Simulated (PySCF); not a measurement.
Molecule: Si(CF3)(H)(Me)2, SMILES C[SiH](C(F)(F)F)C. Atoms near the plane z = 0.0 Å, at the B3LYP/def2-SVP optimised geometry (x, y, z in Å): Si1 (-0.2, -0.8, 0.0), C3 (1.7, -0.8, 0.0), C4 (-0.8, 1.1, 0.0), F5 (-2.1, 1.2, 0.0), F6 (-0.3, 1.8, 1.1), H12 (2.1, -0.3, -0.9), H13 (2.1, -0.2, 0.9), H14 (2.1, -1.8, 0.0).

Method: B3LYP/def2-TZVP in PySCF. Cells within 0.4 Å of a nucleus heavier than hydrogen are left out (blank, or x). The values are rescaled to run from 0 to 1.

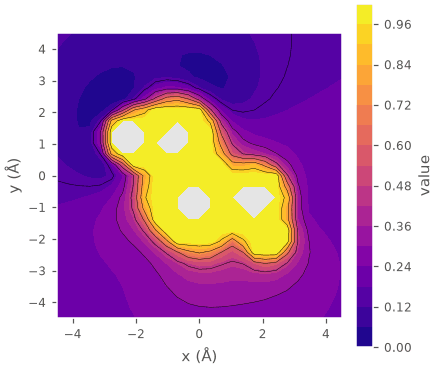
Fig. 1. a field on the plane z = 0.0 Å.

Question: Which quantity is mapped?
A. an orbital amplitude
B. log10 of the electron density
C. deformation density (molecule minus spherical neutral atoms)
D. electrostatic potential

Answer: D, electrostatic potential. In full: electrostatic potential (hartree/e), clipped to [-0.08, 0.12].
